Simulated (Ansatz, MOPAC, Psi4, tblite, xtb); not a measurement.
Intermolecular potential of H4GeO4 ··· H2 (SMILES [OH][Ge]([OH])([OH])[OH] and [H][H]). Monomers: optimised at B3LYP-D3(BJ) (def2-TZVP), held rigid. Orientation: lowest of the rigid-body minima from ten starts at GFN2-xTB. R is the distance of the centres of mass, along which the second monomer moves.

Geometry at R = 3.55 Å (first 9 atoms: monomer A):
```
11

O      0.5211     1.3822    -0.9668
Ge     0.0013    -0.0012    -0.0004
O     -1.1974     0.3295     1.2532
O     -0.7611    -1.1293    -1.1246
O      1.4425    -0.5861     0.8355
H     -0.0437     1.5194    -1.7356
H     -0.7879     0.5697     2.0919
H     -1.4226    -1.6803    -0.6912
H      2.2477    -0.4039     0.3380
H     -0.3489    -2.6337     1.7827
H     -0.6763    -3.2444     2.0531
```

Methods: CCSD(T)/aug-cc-pVDZ = CCSD(T) on RHF/aug-cc-pVDZ, cores with 3d frozen, counterpoise-corrected in Ansatz (an electronic-structure program); GFN1-xTB (xtb); GFN2-xTB (tblite); HF/aug-cc-pVTZ, counterpoise-corrected (Psi4); PM7, restricted, heats of formation (MOPAC).

Interaction energies in kJ/mol (negative: bound); R is the distance of the centres of mass, d the H8···H10 distance.

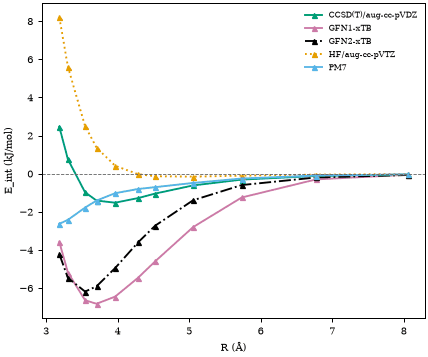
Fig. 1. Interaction energy against separation.

```
R / Å  d / Å  CCSD(T)/aug-cc-pVDZ  GFN1-xTB  GFN2-xTB  HF/aug-cc-pVTZ    PM7
-----  -----  -------------------  --------  --------  --------------  -----
3.19    2.63                 2.46     -3.59     -4.22            8.20  -2.63
3.31    2.70                 0.75     -5.18     -5.47            5.61  -2.42
3.55    2.86                -0.98     -6.64     -6.18            2.49  -1.78
3.71    2.97                -1.41     -6.82     -5.91            1.37  -1.41
3.97    3.16                -1.52     -6.45     -4.95            0.42  -1.02
4.29    3.41                -1.28     -5.46     -3.60           -0.03  -0.80
4.53    3.61                -1.04     -4.59     -2.73           -0.13  -0.70
5.06    4.05                -0.61     -2.80     -1.39           -0.15  -0.48
5.74    4.65                -0.31     -1.25     -0.59           -0.10  -0.25
6.78    5.60                -0.12     -0.30     -0.20           -0.05  -0.10
8.06    6.81                -0.04     -0.05     -0.07           -0.02  -0.04
```

Lowest grid point: CCSD(T)/aug-cc-pVDZ -1.52 kJ/mol at R = 3.97 Å; GFN1-xTB -6.82 kJ/mol at R = 3.71 Å; GFN2-xTB -6.18 kJ/mol at R = 3.55 Å; HF/aug-cc-pVTZ -0.15 kJ/mol at R = 5.06 Å; PM7 -2.63 kJ/mol at R = 3.19 Å.
